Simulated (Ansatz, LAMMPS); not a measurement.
# Squeezing and shearing amorphous HfO2 (66 atoms): runs compared

Aim: relax amorphous HfO2 (66 atoms), then change its volume and shape to read moduli from the stress.

Computed with Ansatz 0.2.0: Kohn-Sham DFT, PBE, PAW (set soft_1), plane waves.

## 1. The cell as built

The cell holds 66 atoms: 22 Hf and 44 O. Cell: a = 9.594 Å, b = 9.594 Å, c = 9.594 Å, α = 90.0°, β = 90.0°, γ = 90.0°. 66 atoms (22 Zr, 44 O) placed at random at 5.13 g/cm³, melted at 5000 K for 10 ps at fixed volume with the Morse and Coulomb pair potential with partial charges (Pedone, Malavasi, Menziani, Cormack and Segre, J. Phys. Chem. B 110, 11780 (2006)). Quenched from 5000 K to 300 K at 5 K/ps and fixed volume, held 10 ps at zero pressure, then minimised at fixed cell. Then Zr was replaced by Hf and the cell scaled by 1.008 (the potential has no terms for the new elements, so the cell is a start for a DFT relaxation).

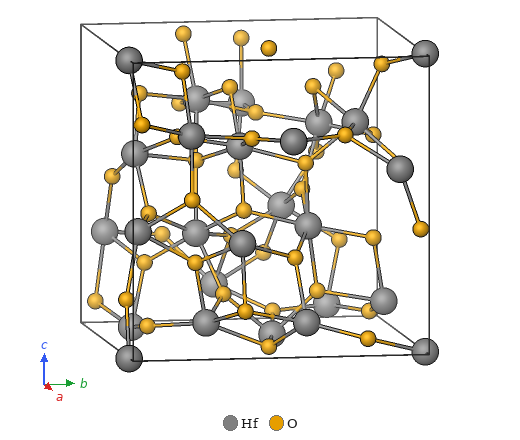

The cell as built. Bonds to atoms that aren't drawn are left out. Some periodic images of atoms are drawn too.

What the set-up can't give: The quench rate of 5 K/ps is orders of magnitude faster than experiment, which tends to freeze in extra defects. The network of bonds at the start is that of the classical potential that made the cell, and needn't be the one that DFT or experiment would give. Only the Γ point is sampled. The levels lack spin–orbit coupling, which is large for the heavy elements here.

## 2. The reference run

The reference is a single point at the end of the relaxation.

Every strained cell starts from the geometry of this run, and its atoms are relaxed with the cell held.

Its input, with most atom lines left out:

```yaml
crystal:
  lattice:
    - [9.30035, -0.19573, -0.0425]
    - [-0.19573, 9.64236, 0.20609]
    - [-0.0425, 0.20609, 9.43782]
  atoms:
    - { symbol: Hf, position: [0.74533, 0.0586, 0.39804] }
    - { symbol: Hf, position: [0.18789, 0.64173, 0.40143] }
    - { symbol: Hf, position: [0.91641, 0.00613, 0.99829] }
    - { symbol: Hf, position: [0.70477, 0.28798, 0.08939] }
    - { symbol: Hf, position: [0.5979, 0.91294, 0.11563] }
    - { symbol: Hf, position: [0.85411, 0.22789, 0.72954] }
    - { symbol: Hf, position: [0.33302, 0.11175, 0.03175] }
    [... atom lines 8 to 66 left out ...]
kpoints:
  mp_grid: { grid: [1, 1, 1] }
hamiltonian:
  xc: pbe
  pseudopotentials: { kind: paw, azcp: { folder: soft_1 } }
scf:
  occupations: { method: fixed }
output:
  forces: true
  stress: true
  populations: true
  dos:
    method: { smearing: { sigma: 0.1 } }
    de: 0.1
    projected: { site_lists: { Hf: [Hf], O: [O] } }
  eigenvalues: true
  write_density: true
  write_potential: true
  volumetric_format: npy
  elf: true
```

- free energy per atom: -5620.7025 eV/atom
- r.m.s. force component: 0.00397 eV/Å
- pressure: -0.01455 GPa

Filled and empty levels are parted by 3.92 eV (at Γ alone); a semilocal functional tends to put such gaps too low. In a disordered cell it changes from sample to sample, and tail or defect levels can set it.

## 3. The runs

Each row is one run, on 4 threads of Intel Xeon Platinum 8488C (Sapphire Rapids), shared host. The free energy is the program's total, comparable only between runs with the same functional, potentials and atoms.

```
                                 run  atoms    outcome  ionic steps, all passes  free energy (eV)     time  host memory (GiB)
           Single point at the start     66  converged                        -       -370963.771     10 s                1.5
              Cell and atoms relaxed     66  converged                       11       -370966.365     81 s                1.6
Single point at the relaxed geometry     66  converged                        -       -370966.365     14 s                1.5
                         Volume -3 %     66  converged                       14       -370966.165  1.9 min                1.5
                         Volume +3 %     66  converged                        8       -370966.065     66 s                1.5
                         Volume -6 %     66  converged                        9       -370965.127     69 s                1.4
                         Volume +6 %     66  converged                       12       -370965.481  1.8 min                1.6
                        Volume -10 %     66  converged                       10       -370962.378     75 s                1.4
            Stretched by 1 % along x     66  converged                        6       -370966.305     47 s                1.5
           Compressed by 1 % along x     66  converged                        6       -370966.303     50 s                1.5
                Sheared by 2 % in xy     66  converged                        6       -370966.291     58 s                1.5
```

In some runs the program notes that the SCF threshold is loose for the stress.

## 4. Pressure against volume

Atoms are relaxed at each volume, in the scaled cell.

```
volume change (%)  volume (Å³/atom)  energy change (meV/atom)  pressure (GPa)  largest move on relaxing (Å)  bonds  gap (eV)
              -10            11.531                     60.40           16.30                          0.54    146                3.88
               -6            12.043                     18.76            9.23                          0.54    142                3.95
               -3            12.428                      3.04            4.03                          0.55    140                3.94
               +0            12.812                      0.00           -0.01                             -    138                3.92
               +3            13.196                      4.55           -3.42                          0.25    137                3.89
               +6            13.581                     13.39           -5.37                          0.49    133                3.90
```

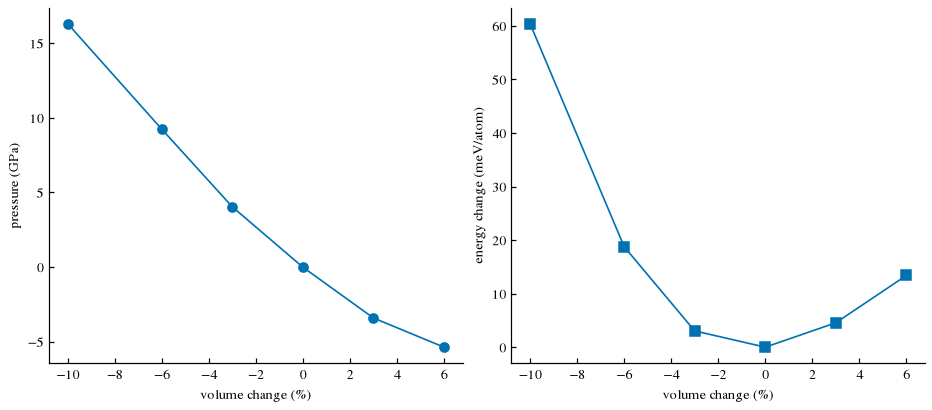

Pressure and energy against volume.

## 5. Uniaxial strain and shear

Stress (GPa, compression positive) less that of the relaxed cell, atoms relaxed:

```csv
strain,xx,yy,zz,xy,energy change (meV/atom)
stretched by 1 % along x,-2.067,-0.785,-1.196,0.087,0.90
compressed by 1 % along x,2.361,0.880,1.291,-0.033,0.95
sheared by 2 % in xy,0.209,0.328,0.357,-1.331,1.13
```

## 6. What came out

The bulk modulus, from the slope of pressure against ln V over the three points nearest the relaxed volume, is 124 GPa; between neighbouring points the slope runs 163, 166, 133, 115 and 68 GPa from the smallest volume up, without a steady fall, so no pressure derivative is given. The count of bonds runs from 133 to 146 over the series, so at some points contacts cross the cutoffs. At -10 %, -6 % and -3 % some atom moved by over 0.5 Å on relaxing, so those points may sit in another local minimum. The curvature of the energy over the same three points gives 105 GPa instead, so stress and energy disagree and the modulus is uncertain by that much. The gap goes from 3.88 eV at the smallest volume to 3.90 eV at the largest, not monotonically (lowest 3.88, highest 3.95 eV), on the run's k-points. In the Cartesian axes of the cell, finite differences give C11 = 221, C12 = 83.2, C13 = 124 and C66 = 66.6 GPa (the shear of 2 % is the engineering strain, εxy = 0.01). The mean of C11, C12 and C13, which equals the bulk modulus in a cubic or isotropic solid, is 143 GPa: it lies 15 % over the bulk modulus from the volumes. For an isotropic solid C66 would equal (C11 − C12)/2 = 69.1 GPa; so small a sample needn't be isotropic, and C66 rests on one shear. With the bulk modulus and C66 as K and G, Young's modulus would be about 169 GPa and Poisson's ratio 0.27.

**Limits.** Strains are finite and relaxations stop at the force tolerance of the input, which can leave moduli too stiff; they are those of a static cell at zero temperature. Volumes are changed with the cell's shape held, so in an anisotropic solid the modulus lies over the one under free hydrostatic load. The program notes that the SCF threshold of the relaxations is loose for the stress.

The DFT runs together took 12 min of wall time.

[Logs are printed without paths, hosts, clocks, repeated set-up lines and the standing remarks that a program may print on its own settings, such as how far it seeks lower states.]

[Hosts, paths, dates, database ids (printed as entryN), source tags and the programs' standing remarks are cut or masked in the printed files.]
